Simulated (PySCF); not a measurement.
B₃Cl₃H₅N₃OTi···CH₄

The calculation's input:

```
{"job": {"kind": "inter", "xc": "PBE0", "basis": "def2-SVP", "disp": "d3bj", "pairs": false}, "charge": 0, "multiplicity": 1, "parts": [{"atoms": "0-15", "charge": 0, "multiplicity": 1}, {"atoms": "16-20", "charge": 0, "multiplicity": 1}]}
N      0.748327    -0.382181     0.105798
B      1.479124    -1.233755    -0.762126
N      0.752260    -1.848328    -1.813611
B     -0.637595    -1.677966    -2.021526
N     -1.324442    -0.833767    -1.110637
B     -0.657464    -0.168203    -0.049087
O     -1.279110     0.703157     0.798948
Ti    -0.772455     1.950854     1.792660
Cl    -2.229972     3.153734     2.814490
Cl     0.755830     3.260851     1.064355
Cl     0.237297     1.041191     3.457689
H      1.221332     0.081206     0.877197
H      2.625967    -1.415531    -0.615724
H      1.255812    -2.447759    -2.449682
H     -1.201444    -2.199534    -2.904865
H     -2.316906    -0.685722    -1.214005
C     -2.129734     3.210698    -0.908751
H     -2.137176     4.134045    -1.476296
H     -1.147790     2.743953    -1.003509
H     -2.887009     2.542308    -1.303602
H     -2.353961     3.438813     0.137192
```

Launched as:

```sh
OMP_NUM_THREADS=1 python cluster_run.py task.json out
```

Geometry: GFN2-xTB.

The calculation used PySCF 2.14.0, PBE0-D3(BJ)/def2-SVP, SCF density, gas phase.

### What can the converged electron density and electron localisation function tell about the bonding?

B–O (1.37 Å): ρ is about 2 e/Å³ halfway; the ELF peaks at about 0.90 between the atoms; a short, strongly polar bond.
B–N (1.42 Å): the density is about 1.9 e/Å³ at the midpoint; the ELF peaks at about 0.95 between the atoms; a polar covalent bond.

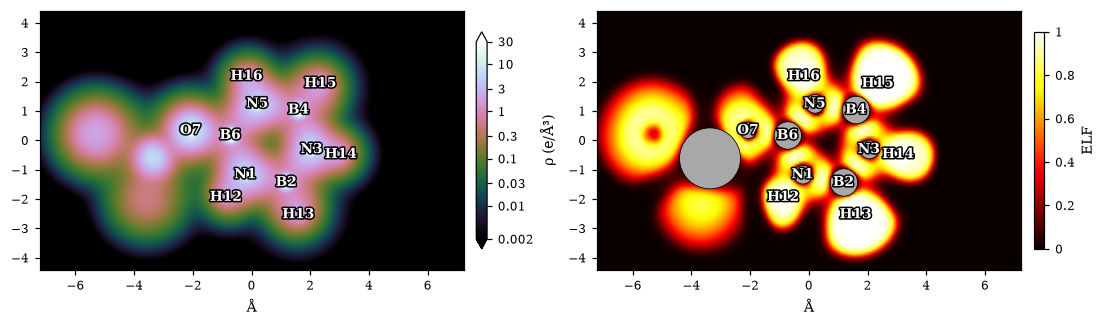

Computed electron density and electron localisation function on the plane of atoms B2, N1 and B6, in this order. Grey discs cover the atomic cores in the ELF map. 
